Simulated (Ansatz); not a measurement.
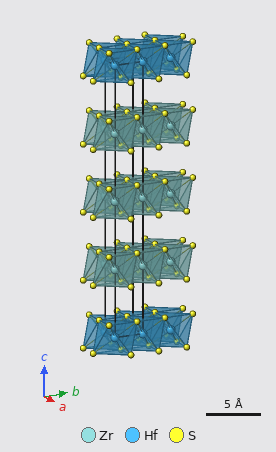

Starting structure of crystalline HfZr$_{3}$S$_{8}$ (a generated structure, set up in P-3m1). The picture is a polyhedral view of the cell of the calculation, repeated 1 × 2 × 1 with one cell outlined, seen slightly off an axis.

Computed with Ansatz 0.2.0, DFT PBE, scalar-relativistic, plane waves, PAW.

Input file:
```yaml
crystal:
  lattice:
    - [3.6760492543, 0.0, 0.0]
    - [-1.8380246272, 3.1835520398, 0.0]
    - [0.0, 0.0, 25.7652232773]
  atoms:
    - { symbol: Zr, position: [0.0, 0.0, 0.749683446] }
    - { symbol: Zr, position: [0.0, 0.0, 0.250316554] }
    - { symbol: Zr, position: [0.0, 0.0, 0.5] }
    - { symbol: Hf, position: [0.0, 0.0, 0.0] }
    - { symbol: S, position: [0.3333333333, 0.6666666667, 0.8059460459] }
    - { symbol: S, position: [0.3333333333, 0.6666666667, 0.0555973927] }
    - { symbol: S, position: [0.3333333333, 0.6666666667, 0.3065794078] }
    - { symbol: S, position: [0.3333333333, 0.6666666667, 0.5562605213] }
    - { symbol: S, position: [0.6666666667, 0.3333333333, 0.9444026073] }
    - { symbol: S, position: [0.6666666667, 0.3333333333, 0.1940539541] }
    - { symbol: S, position: [0.6666666667, 0.3333333333, 0.4437394787] }
    - { symbol: S, position: [0.6666666667, 0.3333333333, 0.6934205922] }
basis:
  ecutwfc: 420
kpoints:
  mp_grid: { grid: [12, 12, 1] }
hamiltonian:
  xc: pbe
scf:
  occupations: { method: gaussian, width: 0.02 }
output:
  forces: true
  stress: true
  eigenvalues: true
relax:
  adjacent_minimum: "off"
  f_tol: 0.01
  max_steps: 80
  cell: { stress_tol: 0.05 }
```

Launched with:
```bash
ansatz run input.yaml --threads 1 --pin off --max-ram 2560MiB --backend cpu --events-out ev --progress --plain --runs-dir out
```

### What does the optimiser find from here?

The largest moves relative to the cell, 0.077 Å, are those of S5 and S10. S10 goes along +c. By element the largest moves are S 0.077 Å, Zr 0.009 Å. Hf stays in place. The volume changes by +4.9 %, with a = b 3.676 → 3.677 Å (0.0 %), c 25.765 → 27.023 Å (+4.9 %). The space group stays P-3m1 (No. 164). Over 4 accepted moves (5 points after the start) the energy falls by 8.7 meV per cell of the calculation. The largest force component goes from 0.026 to 0.0051 eV/Å. The pressure goes from 0.22 to 0.03 GPa. At 1 point the geometry stayed and the basis and grid were re-selected for the new cell (energy shift of 1.8 meV per cell of the calculation at most each time).

The structure at the end:

```
CELL_PARAMETERS angstrom
3.67655 0.00000 0.00000
-1.83827 3.18398 0.00000
0.00000 0.00000 27.02270
ATOMIC_POSITIONS crystal
Zr 0.00000 0.00000 0.74937
Zr 0.00000 0.00000 0.25063
Zr 0.00000 0.00000 0.50000
Hf 0.00000 0.00000 0.00000
S 0.33333 0.66667 0.80310
S 0.33333 0.66667 0.05310
S 0.33333 0.66667 0.30437
S 0.33333 0.66667 0.55373
S 0.66667 0.33333 0.94690
S 0.66667 0.33333 0.19690
S 0.66667 0.33333 0.44627
S 0.66667 0.33333 0.69563
```

After the run, drawn alike:

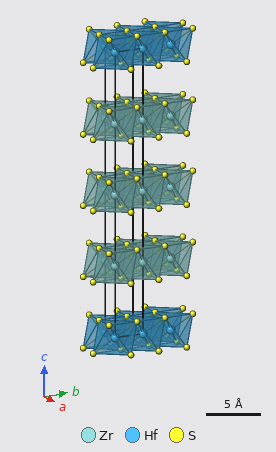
